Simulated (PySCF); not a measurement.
# CuN: from the state search to spectroscopic constants, part 2 of 2

PySCF 2.14.0; Cu def2-TZVPPD, N def2-TZVPPD; no relativity. Earlier steps stand in the parts before.

### Step 10. revPBE (GGA)

Log of the SCF at 1.814 Å:

```text
[... 13 set-up lines left out, the same as in an earlier log ...]
max_memory 4900 MB (current use 874 MB)
[... 3 set-up lines left out, the same as in an earlier log ...]
XC functionals = PBE_R,PBE
    Y. Zhang and W. Yang.,  Phys. Rev. Lett. 80, 890 (1998)
[... 4 set-up lines left out, the same as in an earlier log ...]
init E= -1695.05571077554
cycle= 1 E= -1695.01986531894  delta_E= 0.0358  |g|= 0.466  |ddm|= 0.341
cycle= 2 E= -1694.58086833561  delta_E= 0.439  |g|= 1.67  |ddm|= 0.746
cycle= 3 E= -1695.04985376131  delta_E= -0.469  |g|= 0.192  |ddm|= 0.621
cycle= 4 E= -1695.03788949029  delta_E= 0.012  |g|= 0.216  |ddm|= 0.365
cycle= 5 E= -1695.06132516885  delta_E= -0.0234  |g|= 0.0383  |ddm|= 0.247
cycle= 6 E= -1695.06177444355  delta_E= -0.000449  |g|= 0.00325  |ddm|= 0.0279
cycle= 7 E= -1695.06178191199  delta_E= -7.47e-06  |g|= 0.000295  |ddm|= 0.0046
cycle= 8 E= -1695.06178196792  delta_E= -5.59e-08  |g|= 0.000152  |ddm|= 0.000647
cycle= 9 E= -1695.06178198848  delta_E= -2.06e-08  |g|= 4.75e-05  |ddm|= 0.000388
cycle= 10 E= -1695.06178199207  delta_E= -3.59e-09  |g|= 1.73e-05  |ddm|= 0.000222
cycle= 11 E= -1695.06178199244  delta_E= -3.68e-10  |g|= 4.12e-06  |ddm|= 8.53e-05
Extra cycle  E= -1695.06178199237  delta_E= 7.62e-11  |g|= 2.08e-05  |ddm|= 8.74e-06
converged SCF energy = -1695.06178199237  <S^2> = 2.0360072  2S+1 = 3.0239095
```

Re = 1.781 Å, ωe = 595 cm⁻¹, ωexe = 4.82 cm⁻¹, αe = 0.00520 cm⁻¹, Be = 0.4641 cm⁻¹, De = 2.19 eV, μ = -3.22 D. 16 s of CPU time for 12 points, integrals apart.

### Step 11. TPSSh

The SCF at the reference distance, 1.814 Å, printed:

```text
[... 17 set-up lines left out, the same as in an earlier log ...]
XC functionals = TPSSH
    V. N. Staroverov, G. E. Scuseria, J. Tao, and J. P. Perdew.,  J. Chem. Phys. 119, 12129 (2003)
[... 2 set-up lines left out, the same as in an earlier log ...]
init E= -1695.1735365408
cycle= 1 E= -1695.16765708591  delta_E= 0.00588  |g|= 0.202  |ddm|= 0.12
cycle= 2 E= -1695.0788544286  delta_E= 0.0888  |g|= 0.735  |ddm|= 0.336
cycle= 3 E= -1695.17476994741  delta_E= -0.0959  |g|= 0.0301  |ddm|= 0.275
cycle= 4 E= -1695.17482823121  delta_E= -5.83e-05  |g|= 0.0236  |ddm|= 0.0471
cycle= 5 E= -1695.17510117581  delta_E= -0.000273  |g|= 0.00551  |ddm|= 0.0302
cycle= 6 E= -1695.17511707656  delta_E= -1.59e-05  |g|= 0.00107  |ddm|= 0.00827
cycle= 7 E= -1695.1751224703  delta_E= -5.39e-06  |g|= 0.000823  |ddm|= 0.0102
cycle= 8 E= -1695.17512337435  delta_E= -9.04e-07  |g|= 0.000114  |ddm|= 0.00507
cycle= 9 E= -1695.17512338814  delta_E= -1.38e-08  |g|= 2.71e-05  |ddm|= 0.000515
cycle= 10 E= -1695.17512338897  delta_E= -8.38e-10  |g|= 8.45e-06  |ddm|= 7.31e-05
Extra cycle  E= -1695.17512338894  delta_E= 3.23e-11  |g|= 1.98e-05  |ddm|= 2.16e-05
converged SCF energy = -1695.17512338894  <S^2> = 2.0311257  2S+1 = 3.0206792
```

Re = 1.790 Å, ωe = 591 cm⁻¹, ωexe = 4.33 cm⁻¹, αe = 0.00479 cm⁻¹, Be = 0.4595 cm⁻¹, De = 2.02 eV, μ = -3.61 D.

### Step 12. PW91 (GGA)

Output of the SCF at 1.814 Å:

```text
[... 13 set-up lines left out, the same as in an earlier log ...]
max_memory 4900 MB (current use 875 MB)
[... 3 set-up lines left out, the same as in an earlier log ...]
XC functionals = PW91,PW91
    J. P. Perdew. In P. Ziesche and H. Eschrig, editors, Proceedings of the 75. WE-Heraeus-Seminar and 21st Annual International Symposium on Electronic Structure of Solids, 11. Berlin, 1991. Akademie Verlag.
    J. P. Perdew, J. A. Chevary, S. H. Vosko, K. A. Jackson, M. R. Pederson, D. J. Singh, and C. Fiolhais.,  Phys. Rev. B 46, 6671 (1992)
    J. P. Perdew, J. A. Chevary, S. H. Vosko, K. A. Jackson, M. R. Pederson, D. J. Singh, and C. Fiolhais.,  Phys. Rev. B 48, 4978 (1993)
    J. P. Perdew. In P. Ziesche and H. Eschrig, editors, Proceedings of the 75. WE-Heraeus-Seminar and 21st Annual International Symposium on Electronic Structure of Solids, 11. Berlin, 1991. Akademie Verlag.
    J. P. Perdew, J. A. Chevary, S. H. Vosko, K. A. Jackson, M. R. Pederson, D. J. Singh, and C. Fiolhais.,  Phys. Rev. B 46, 6671 (1992)
    J. P. Perdew, J. A. Chevary, S. H. Vosko, K. A. Jackson, M. R. Pederson, D. J. Singh, and C. Fiolhais.,  Phys. Rev. B 48, 4978 (1993)
[... 2 set-up lines left out, the same as in an earlier log ...]
init E= -1695.30358245642
cycle= 1 E= -1695.27099581792  delta_E= 0.0326  |g|= 0.45  |ddm|= 0.343
cycle= 2 E= -1694.85341440762  delta_E= 0.418  |g|= 1.63  |ddm|= 0.726
cycle= 3 E= -1695.2988500491  delta_E= -0.445  |g|= 0.188  |ddm|= 0.596
cycle= 4 E= -1695.2877172841  delta_E= 0.0111  |g|= 0.212  |ddm|= 0.358
cycle= 5 E= -1695.30988687627  delta_E= -0.0222  |g|= 0.0374  |ddm|= 0.245
cycle= 6 E= -1695.31032180192  delta_E= -0.000435  |g|= 0.00347  |ddm|= 0.0297
cycle= 7 E= -1695.31033025102  delta_E= -8.45e-06  |g|= 0.000358  |ddm|= 0.00465
cycle= 8 E= -1695.31033032081  delta_E= -6.98e-08  |g|= 0.000142  |ddm|= 0.000655
cycle= 9 E= -1695.3103303354  delta_E= -1.46e-08  |g|= 4.42e-05  |ddm|= 0.000314
cycle= 10 E= -1695.31033033809  delta_E= -2.68e-09  |g|= 1.49e-05  |ddm|= 0.000189
cycle= 11 E= -1695.31033033838  delta_E= -2.91e-10  |g|= 5.39e-06  |ddm|= 6.94e-05
Extra cycle  E= -1695.31033033824  delta_E= 1.36e-10  |g|= 2.62e-05  |ddm|= 1.4e-05
converged SCF energy = -1695.31033033824  <S^2> = 2.0359071  2S+1 = 3.0238433
```

Re = 1.764 Å, ωe = 618 cm⁻¹, ωexe = 4.83 cm⁻¹, αe = 0.00514 cm⁻¹, Be = 0.4730 cm⁻¹, De = 2.43 eV, μ = -3.17 D.

### Step 13. CAM-B3LYP

Output of the SCF at 1.814 Å:

```text
[... 13 set-up lines left out, the same as in an earlier log ...]
max_memory 4900 MB (current use 876 MB)
[... 3 set-up lines left out, the same as in an earlier log ...]
XC functionals = CAMB3LYP
    T. Yanai, D. P. Tew, and N. C. Handy.,  Chem. Phys. Lett. 393, 51 (2004)
[... 2 set-up lines left out, the same as in an earlier log ...]
init E= -1695.23946495457
cycle= 1 E= -1695.23993113073  delta_E= -0.000466  |g|= 0.0485  |ddm|= 0.0806
cycle= 2 E= -1695.23729458663  delta_E= 0.00264  |g|= 0.137  |ddm|= 0.0727
cycle= 3 E= -1695.24041558361  delta_E= -0.00312  |g|= 0.00647  |ddm|= 0.0425
cycle= 4 E= -1695.24043386564  delta_E= -1.83e-05  |g|= 0.00255  |ddm|= 0.00806
cycle= 5 E= -1695.24043834233  delta_E= -4.48e-06  |g|= 0.000584  |ddm|= 0.00264
cycle= 6 E= -1695.24043971489  delta_E= -1.37e-06  |g|= 0.000367  |ddm|= 0.00214
cycle= 7 E= -1695.24044016368  delta_E= -4.49e-07  |g|= 0.000209  |ddm|= 0.00157
cycle= 8 E= -1695.24044037837  delta_E= -2.15e-07  |g|= 0.000118  |ddm|= 0.00127
cycle= 9 E= -1695.24044053591  delta_E= -1.58e-07  |g|= 3.65e-05  |ddm|= 0.0018
cycle= 10 E= -1695.24044055121  delta_E= -1.53e-08  |g|= 1.19e-05  |ddm|= 0.000607
cycle= 11 E= -1695.24044055191  delta_E= -6.99e-10  |g|= 4.72e-06  |ddm|= 0.000125
Extra cycle  E= -1695.24044055192  delta_E= -1.07e-11  |g|= 8.7e-06  |ddm|= 8.08e-06
converged SCF energy = -1695.24044055192  <S^2> = 2.0576706  2S+1 = 3.0382038
```

Re = 1.805 Å, ωe = 571 cm⁻¹, ωexe = 4.30 cm⁻¹, αe = 0.00479 cm⁻¹, Be = 0.4518 cm⁻¹, De = 1.77 eV, μ = -3.90 D.

### Step 14. ROHF

Log of the SCF at 1.814 Å:

```text
******** <class 'pyscf.scf.hf_symm.SymAdaptedROHF'> ********
method = SymAdaptedROHF
[... 11 set-up lines left out, the same as in an earlier log ...]
max_memory 4900 MB (current use 976 MB)
num. doubly occ = 17  num. singly occ = 2
Overwritten attributes  get_k get_hcore get_occ get_j get_jk  of <class 'pyscf.scf.hf_symm.SymAdaptedROHF'>
<class 'pyscf.scf.hf_symm.SymAdaptedROHF'> does not have attributes  refdm
[... 1 set-up line left out, the same as in an earlier log ...]
init E= -1693.27100476932
cycle= 1 E= -1693.28524269356  delta_E= -0.0142  |g|= 0.349  |ddm|= 0.457
cycle= 2 E= -1693.27616299347  delta_E= 0.00908  |g|= 0.523  |ddm|= 0.245
cycle= 3 E= -1693.2974437075  delta_E= -0.0213  |g|= 0.0293  |ddm|= 0.104
cycle= 4 E= -1693.29810911806  delta_E= -0.000665  |g|= 0.015  |ddm|= 0.0544
cycle= 5 E= -1693.29831222704  delta_E= -0.000203  |g|= 0.0105  |ddm|= 0.0367
cycle= 6 E= -1693.29846717044  delta_E= -0.000155  |g|= 0.0034  |ddm|= 0.0248
cycle= 7 E= -1693.29848721387  delta_E= -2e-05  |g|= 0.00212  |ddm|= 0.00896
cycle= 8 E= -1693.29849290959  delta_E= -5.7e-06  |g|= 0.000996  |ddm|= 0.00493
cycle= 9 E= -1693.29849380562  delta_E= -8.96e-07  |g|= 0.00022  |ddm|= 0.00279
cycle= 10 E= -1693.29849388229  delta_E= -7.67e-08  |g|= 6.11e-05  |ddm|= 0.000902
cycle= 11 E= -1693.29849388679  delta_E= -4.5e-09  |g|= 1.74e-05  |ddm|= 0.00026
cycle= 12 E= -1693.29849388709  delta_E= -3e-10  |g|= 9.23e-06  |ddm|= 7.83e-05
Extra cycle  E= -1693.29849388707  delta_E= 1.46e-11  |g|= 8.77e-06  |ddm|= 5.59e-05
converged SCF energy = -1693.29849388707
```

Re = 1.944 Å, ωe = 516 cm⁻¹, Be = 0.3893 cm⁻¹, De = -0.52 eV, μ = -5.86 D. 19 s of CPU time for 12 points, integrals apart.

### Step 15. Correlated methods on the Hartree–Fock reference

Reference: ROHF; core orbitals frozen: 6.

Correlation energy (eV) along the bond:

```
R (Å)      MP2  SCS-MP2
1.560  -28.222  -25.673
1.633  -27.904  -25.406
1.705  -27.640  -25.185
1.760  -27.474  -25.048
1.814  -27.334  -24.932
1.868  -27.214  -24.835
1.941  -27.083  -24.731
2.032  -26.955  -24.631
2.140  -26.842  -24.547
2.286  -26.743  -24.479
```

ROHF-MP2: Re = 1.783 Å, ωe = 587 cm⁻¹, ωexe = 3.29 cm⁻¹, αe = 0.00444 cm⁻¹, Be = 0.4631 cm⁻¹, De = 1.42 eV.

ROHF-SCS-MP2: Re = 1.815 Å, ωe = 560 cm⁻¹, ωexe = 3.11 cm⁻¹, αe = 0.00425 cm⁻¹, Be = 0.4467 cm⁻¹, De = 1.39 eV.

### Step 16. The curves together

Energy (eV) from each level's lowest point:

```
R (Å)   ROHF  ROHF-MP2  ROHF-SCS-MP2    PBE  revPBE   PW91  r²SCAN  TPSSh   PBE0  r²SCAN0    M06  CAM-B3LYP
1.560  1.542     0.541         0.685  0.509   0.566  0.507   0.505  0.601  0.661    0.669  0.693      0.658
1.633  0.894     0.210         0.304  0.182   0.217  0.180   0.181  0.240  0.284    0.290  0.303      0.281
1.705  0.465     0.046         0.097  0.032   0.046  0.031   0.032  0.057  0.084    0.087  0.093      0.081
1.760  0.254     0.000         0.022  0.000   0.000  0.000   0.000  0.003  0.016    0.018  0.020      0.015
1.814  0.116     0.003         0.000  0.018   0.004  0.018   0.017  0.000  0.000    0.000  0.000      0.000
1.868  0.036     0.042         0.017  0.071   0.045  0.072   0.070  0.035  0.022    0.020  0.019      0.024
1.941  0.000     0.137         0.086  0.181   0.140  0.183   0.177  0.125  0.093    0.088  0.088      0.100
2.032  0.038     0.303         0.223  0.356   0.297  0.359   0.347  0.281  0.227    0.214  0.216      0.240
2.140  0.164     0.542         0.433  0.593   0.515  0.596   0.573  0.500  0.418    0.391  0.397      0.440
2.286  0.414     0.891         0.751  0.913   0.813  0.918   0.870  0.800  0.681    0.628  0.639      0.716
```

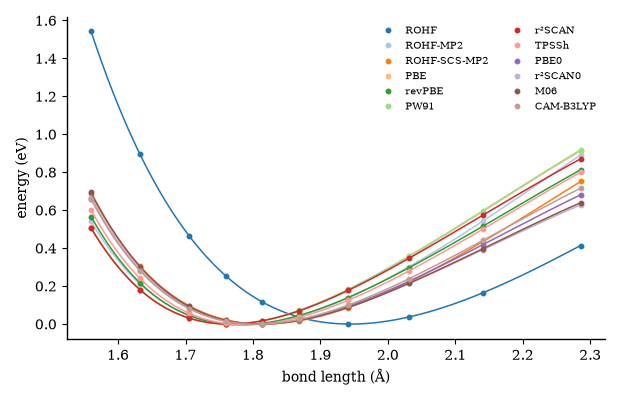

Curves of the followed state at each level, each from its own lowest point. Far from equilibrium a single determinant need not separate into the right atoms, and MP2 on it can jump.

The whole job (state search and all levels along the bond) took 9.5 min on 2 threads of Arm Neoverse V2 (shared host), peak memory 4.4 GiB.

### Step 17. Results

The summary covers parts 1 to 2.

Lowest PBE0 solution found, without spin–orbit coupling: ³Σ⁻ (triplet), unpaired electrons π ↑↑. State 2 has its PBE0 minimum 0.53 eV higher, as a spin-mixed determinant (⟨S²⟩ = 1.01), so this is no gap between pure states. State 3 has its PBE0 minimum 1.47 eV higher. State 4 has its PBE0 minimum 1.60 eV higher. The other levels ran on the lowest alone.

```
       level  Re (Å)  ωe (cm⁻¹)  De (eV)  μ (D)
        ROHF   1.944        516    -0.52  -5.86
    ROHF-MP2   1.783        587     1.42    n/a
ROHF-SCS-MP2   1.815        560     1.39    n/a
         PBE   1.765        617     2.43  -3.18
      revPBE   1.781        595     2.19  -3.22
        PW91   1.764        618     2.43  -3.17
      r²SCAN   1.765        614     2.08  -3.30
       TPSSh   1.790        591     2.02  -3.61
        PBE0   1.807        562     1.74  -3.70
     r²SCAN0   1.810        557     1.51  -3.71
         M06   1.812        563     1.65  -3.20
   CAM-B3LYP   1.805        571     1.77  -3.90
```

De is counted to Cu + N in their ground configurations. A positive dipole means Cu(−)N(+).

Time per point (s) on 2 threads of Arm Neoverse V2, shared host (CPU time, shared integrals of 0.69 s apart; correlated levels include their reference); the times are rough: ROHF 1.6, ROHF-MP2 3.4, ROHF-SCS-MP2 3.4, PBE 2.1, revPBE 1.4, PW91 1.4, r²SCAN 3, TPSSh 4.4, PBE0 4.2, r²SCAN0 4.6, M06 4.5, CAM-B3LYP 6.5.

The methods spread over 0.180 Å in bond length, from PW91 to ROHF. Of the levels with a De here, ROHF gives the least (-0.52 eV) and PW91 the most (2.43 eV).

Correlated steps freeze 6 core orbitals. A negative De means that the minimum lies above the separated atoms at that level. The state is the lowest single determinant that the PBE0 search found; with open d or f shells the true ground state can be another one.
